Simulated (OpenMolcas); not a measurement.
```
&GATEWAY
Basis set
Ti.ANO-RCC-VDZP.
Ti1 0.0 0.0 0.0 Angstrom
End of basis
Basis set
F.ANO-RCC-VDZP.
L1 2.116000 0.000000 0.000000 Angstrom
L2 0.000000 2.116000 0.000000 Angstrom
L3 0.000000 0.000000 2.116000 Angstrom
End of basis
Basis set
Cd.EMB-AIMP.Lopez-Moraza.11s7p.1s1p.ECP.KCdF3.
PseudoCharge
* 3 symmetry-unique lattice sites within 7.6 angstrom
End of basis
Basis set
K.EMB-AIMP.Lopez-Moraza.0s.0s.ECP.KCdF3.
PseudoCharge
* 16 symmetry-unique lattice sites within 7.6 angstrom
End of basis
Basis set
Cd.EMB-AIMP.Lopez-Moraza.0s.0s.ECP.KCdF3.
PseudoCharge
* 10 symmetry-unique lattice sites within 7.6 angstrom
End of basis
Basis set
F.EMB-AIMP.Lopez-Moraza.0s.0s.ECP.KCdF3.
PseudoCharge
* 27 symmetry-unique lattice sites within 7.6 angstrom
End of basis
Symmetry
XYZ
AngMom=0.0 0.0 0.0
AMFI
RICD
XField
1533 Angstrom 0
* Evjen-weighted lattice charges
&SEWARD
&RASSCF
FileOrb=start.orb
Symmetry=1
Spin=3
nActEl=2 0 0
Inactive=18 21
Ras2=5 0
CIRoot=10 10 1
SDav=10
CIMx=300
Iter=150 100
PrWF=0.3
OrbListing=Nothing
MaxOrb=0
LevShft=1.0
>>> COPY $Project.JobIph JOB001
&RASSCF
FileOrb=start.orb
Symmetry=1
Spin=1
nActEl=2 0 0
Inactive=18 21
Ras2=5 0
CIRoot=15 15 1
SDav=15
CIMx=300
Iter=150 100
PrWF=0.3
OrbListing=Nothing
MaxOrb=0
LevShft=1.0
>>> COPY $Project.JobIph JOB002
&RASSI
NrOfJobIphs=2 10 15
1 2 3 4 5 6 7 8 9 10
1 2 3 4 5 6 7 8 9 10 11 12 13 14 15
IphNames
JOB001
JOB002
EJob
SpinOrbit
DIPRint=1.0
SOCoupling=1000.0
Subsets=2
Property=9
'ANGMOM' 1 'ANGMOM' 2 'ANGMOM' 3 'MLTPL  1' 1 'MLTPL  1' 2 'MLTPL  1' 3
'AMFI' 1 'AMFI' 2 'AMFI' 3
SOProperty=3
'ANGMOM' 1 'ANGMOM' 2 'ANGMOM' 3
```

Launched with:
```bash
OMP_NUM_THREADS=1 MOLCAS_MEM=2457 MOLCAS_PROJECT=a pymolcas a.inp > a.log  # once for each step of the input, in one work folder
```

The calculation used state-averaged CASSCF, active space 2 electrons in the shell 3d, basis ANO-RCC-VDZP on all atoms, DKH2 scalar Hamiltonian, spin-orbit coupling by RASSI with atomic mean-field integrals (OpenMolcas).

Ti²⁺ (3d²) as a dopant in KCdF₃, a cluster with its 6 nearest F⁻ at 2.116 Å (octahedron) embedded in model potentials and point charges; the geometry was set, not optimised. The cluster and the levels that result:

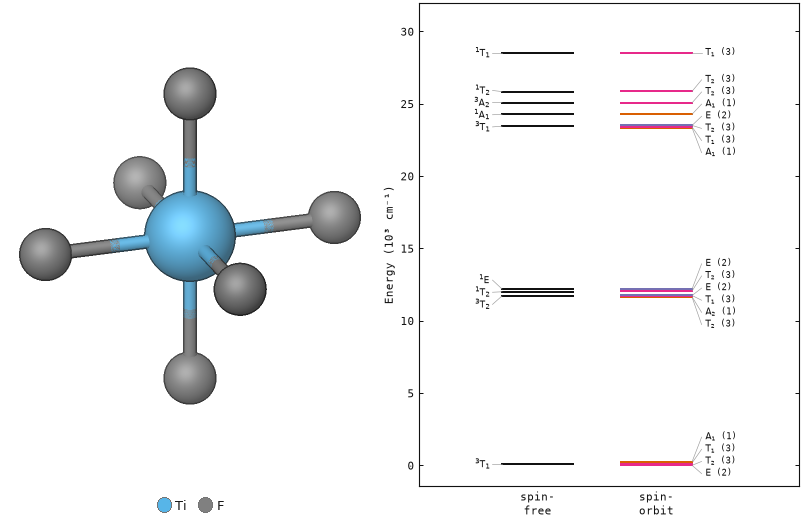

Labels give the representation in O, Td, D4 or D3 as the site allows (double group for half-integer spin) where it could be assigned and, in brackets, the degeneracy; spin-free states, where drawn, share the zero of the spin-orbit levels.

The ground level is E, doubly degenerate, 100 % from states of spin multiplicity 3. Its principal g values are all close to zero. The next level lies at 2.4 cm⁻¹ (T₂). The lowest spin-free state is ³T₁, from the free-ion F term; of the same spin there follow at 11,600 cm⁻¹ (³T₂), 23,400 cm⁻¹ (³T₁) and 25,000 cm⁻¹ (³A₂) above it. A ligand-field fit to the spin-free states gives |10Dq| = 13,500 cm⁻¹, B = 858 and C = 3,210 cm⁻¹ (rms misfit 200 cm⁻¹). The active orbitals hold 92 to 96 % metal character (Löwdin), and the Mulliken charge of the metal is +1.55.

Limits of the model: the geometry is set by hand, with no relaxation and no charge compensation.
